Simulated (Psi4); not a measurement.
# CH2NSn (SMILES N#[C][SnH2]) at UCAM-B3LYP/def2-SVPD (core potential)

What is the energy change on altering one bond length of CH2NSn at UCAM-B3LYP/def2-SVPD (core potential)? Input form: an ASE script.

Program for the calculation: Psi4 1.11.

### 1 The system as given

CH2NSn has 5 atoms, charge 0, and is taken as a doublet. As SMILES, `N#[C][SnH2]`. Geometry: relaxed at PBE0-D4/def2-TZVP.

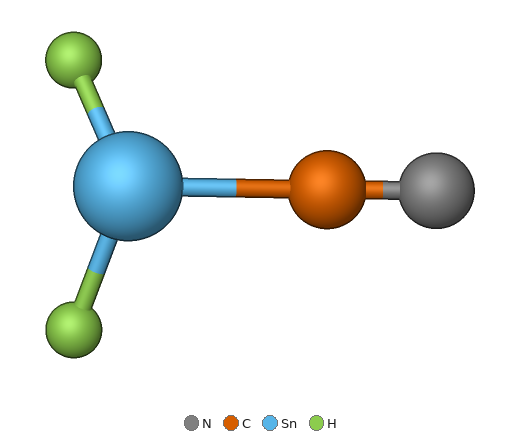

The structure, seen from a chosen angle (nitrogen grey, carbon orange, tin blue, hydrogen green).

### 2 Energy and forces at UCAM-B3LYP/def2-SVPD (core potential)

File ch2nsn.xyz:

```xyz
5
CH2NSn
N      0.833800    -1.535700     1.665600
C      0.506000    -0.851500     0.796000
Sn     0.009600     0.331100    -0.886300
H     -1.648500     0.038200    -1.184000
H      0.349000     1.944400    -0.432600
```

File run.py:

```python
import numpy as np
from ase.calculators.psi4 import Psi4
from ase.io import read

mol = read('ch2nsn.xyz')
calc = Psi4(atoms=mol, method='cam-b3lyp', basis='def2-SVPD', memory='2200MB', num_threads=1, charge=0, multiplicity=2, label='psi4-calc', reference='uks')
calc.psi4.set_options({'puream': True, 'e_convergence': 1e-09, 'd_convergence': 1e-08, 'scf_type': 'pk', 'dft_radial_points': 99, 'dft_spherical_points': 590, 'maxiter': 100})
mol.calc = calc

forces = mol.get_forces()
print(f'energy: {mol.get_potential_energy():.6f} eV')
print('forces / eV A^-1')
print(np.round(forces, 5))
```

The run is started by

```bash
python run.py
```

psi4-calc.dat, shortened:

```text
[...]
    !!!  WARNING: ECP capability is in beta. Please check occupations closely.  !!!
[...]
  Running in c1 symmetry.
[...]
  Nuclear repulsion =   94.907877767547262
[...]
  Multiplicity = 2
[...]
  Nalpha       = 19
  Nbeta        = 18
[...]
    Number of basis functions: 88
[...]
   @UKS iter   1:  -308.01709869328118   -1.57419e+00   5.41782e-03 DIIS/ADIIS
[...]
   @UKS iter  14:  -308.15312092774280   -1.39835e-11   8.74342e-09 DIIS
[...]
   @S^2 Observed:                7.525700897E-01
[...]
    Orbital Energies [Eh]
    ---------------------
    Alpha Occupied:
       1A    -14.408785     2A    -10.287760     3A     -5.218356
       4A     -3.562786     5A     -3.560512     6A     -3.557334
       7A     -1.143437     8A     -1.140026     9A     -1.139868
      10A     -1.136004    11A     -1.135825    12A     -0.977394
      13A     -0.653156    14A     -0.497644    15A     -0.440641
      16A     -0.428096    17A     -0.419034    18A     -0.405080
      19A     -0.303043
    Alpha Virtual:
      20A      0.008567    21A      0.015115    22A      0.020693
      23A      0.046890    24A      0.072251    25A      0.073388
[...]
  @UKS Final Energy:  -308.15312092774280
   => Energetics <=
    Nuclear Repulsion Energy =             94.9078777675472622
    One-Electron Energy =                -690.6214317580752322
    Two-Electron Energy =                 309.9826826992705264
    DFT Exchange-Correlation Energy =     -22.4222496364853328
    Empirical Dispersion Energy =           0.0000000000000000
    VV10 Nonlocal Energy =                  0.0000000000000000
    Total Energy =                       -308.1531209277428047
[...]
 Multipole Moments:
 ------------------------------------------------------------------------------------
     Multipole            Electronic (a.u.)      Nuclear  (a.u.)        Total (a.u.)
 ------------------------------------------------------------------------------------
 L = 1.  Multiply by 2.5417464519 to convert [e a0] to [Debye]
 Dipole X            :         -6.7852702            6.3960812           -0.3891890
 Dipole Y            :         18.1274053          -17.1723876            0.9550177
 Dipole Z            :        -28.0107298           26.6182836           -1.3924461
 Magnitude           :                                                    1.7327531
[...]
  -Total Gradient:
     Atom            X                  Y                   Z
    ------   -----------------  -----------------  -----------------
       1       -0.001519439716     0.003191039344    -0.004025289599
       2        0.000492107267    -0.000683192292     0.000378365128
       3        0.000588606132    -0.002120902140     0.003811131661
       4        0.000438145686     0.000015320714    -0.000002531416
       5        0.000001303974    -0.000403167225    -0.000161356138
[...]
```

On the terminal:

```text
energy: -8385.273528 eV
forces / eV A^-1
[[ 7.8130e-02 -1.6409e-01  2.0699e-01]
 [-2.5310e-02  3.5130e-02 -1.9460e-02]
 [-3.0270e-02  1.0906e-01 -1.9598e-01]
 [-2.2530e-02 -7.9000e-04  1.3000e-04]
 [-7.0000e-05  2.0730e-02  8.3000e-03]]
```

Wall time 74 s (1 thread of AMD EPYC 7R43 (Zen 3), shared host); peak memory 1 GiB.

### 3 The distorted shape: a single-point energy at UCAM-B3LYP/def2-SVPD (core potential)

File run_ase.py:

```python
import numpy as np
from ase.calculators.psi4 import Psi4
from ase import Atoms

atoms = Atoms(['N', 'C', 'Sn', 'H', 'H'], positions=[
    [1.331276, -1.447822, 1.754918],
    [1.003476, -0.763622, 0.885318],
    [0.507076, 0.418978, -0.796982],
    [-1.648500, 0.038200, -1.184000],
    [0.846476, 2.032278, -0.343282],
])
calc = Psi4(atoms=atoms, method='cam-b3lyp', basis='def2-SVPD', memory='2200MB', num_threads=1, charge=0, multiplicity=2, label='psi4-calc', reference='uks')
calc.psi4.set_options({'puream': True, 'e_convergence': 1e-09, 'd_convergence': 1e-08, 'scf_type': 'pk', 'dft_radial_points': 99, 'dft_spherical_points': 590, 'maxiter': 100})
atoms.calc = calc

print(f'energy: {atoms.get_potential_energy():.6f} eV')
```

The run is started by

```bash
python run_ase.py
```

psi4-calc.dat, shortened:

```text
[...]
    !!!  WARNING: ECP capability is in beta. Please check occupations closely.  !!!
[...]
  Running in c1 symmetry.
[...]
  Nuclear repulsion =   93.121091603709417
[...]
  Multiplicity = 2
[...]
  Nalpha       = 19
  Nbeta        = 18
[...]
    Number of basis functions: 88
[...]
   @UKS iter   1:  -307.93753730023633   -1.58985e+00   5.90786e-03 ADIIS/DIIS
[...]
   @UKS iter  17:  -308.11929748306056   -4.49063e-12   7.46420e-09 DIIS
[...]
   @S^2 Observed:                7.701879106E-01
[...]
    Orbital Energies [Eh]
    ---------------------
    Alpha Occupied:
       1A    -14.413931     2A    -10.291298     3A     -5.225818
       4A     -3.570767     5A     -3.567357     6A     -3.564326
       7A     -1.149507     8A     -1.146934     9A     -1.145107
      10A     -1.142991    11A     -1.141123    12A     -0.981831
      13A     -0.645496    14A     -0.493692    15A     -0.434828
      16A     -0.427170    17A     -0.421814    18A     -0.392513
      19A     -0.308750
    Alpha Virtual:
      20A     -0.044885    21A      0.014712    22A      0.016815
      23A      0.044237    24A      0.068693    25A      0.072903
[...]
  @UKS Final Energy:  -308.11929748306056
   => Energetics <=
    Nuclear Repulsion Energy =             93.1210916037094165
    One-Electron Energy =                -686.9228180143832105
    Two-Electron Energy =                 308.0576291920298786
    DFT Exchange-Correlation Energy =     -22.3752002644166126
    Empirical Dispersion Energy =           0.0000000000000000
    VV10 Nonlocal Energy =                  0.0000000000000000
    Total Energy =                       -308.1192974830605635
[...]
 Multipole Moments:
 ------------------------------------------------------------------------------------
     Multipole            Electronic (a.u.)      Nuclear  (a.u.)        Total (a.u.)
 ------------------------------------------------------------------------------------
 L = 1.  Multiply by 2.5417464519 to convert [e a0] to [Debye]
 Dipole X            :         -5.7831014            5.6929769           -0.0901245
 Dipole Y            :         18.2844257          -17.2965893            0.9878364
 Dipole Z            :        -27.7592355           26.4920467           -1.2671889
 Magnitude           :                                                    1.6092578
[...]
```

Standard output:

```text
energy: -8384.353145 eV
```

Run time: 48 s. Hardware: 1 thread of AMD EPYC 7R43 (Zen 3), shared host; peak memory 1 GiB.

### 4 Outcome

At UCAM-B3LYP/def2-SVPD (core potential):

```
                                                          quantity          value
                                         first shape: total energy  -308.15312 Eh
                                        first shape: dipole moment         4.40 D
                   first shape: HOMO energy (highest over α and β)       -8.25 eV
                    first shape: LUMO energy (lowest over α and β)       -3.13 eV
                                                 first shape: ⟨S²⟩          0.753
                             first shape: largest force on an atom     0.275 eV/Å
                                     distorted shape: total energy  -308.11930 Eh
                                    distorted shape: dipole moment         4.09 D
               distorted shape: HOMO energy (highest over α and β)       -8.40 eV
                distorted shape: LUMO energy (lowest over α and β)       -3.40 eV
                                             distorted shape: ⟨S²⟩          0.770
energy change with the Sn3–H4 bond stretched from 1.710 to 2.223 Å       0.920 eV
```

**Reading.** With the Sn3–H4 bond stretched from 1.710 to 2.223 Å the energy rises by 0.92 eV (88.8 kJ/mol). The first shape isn't relaxed at this level, so the change isn't measured from a minimum. The largest force (first shape) is 0.28 eV/Å: the shape isn't a stationary point for this species at this level.
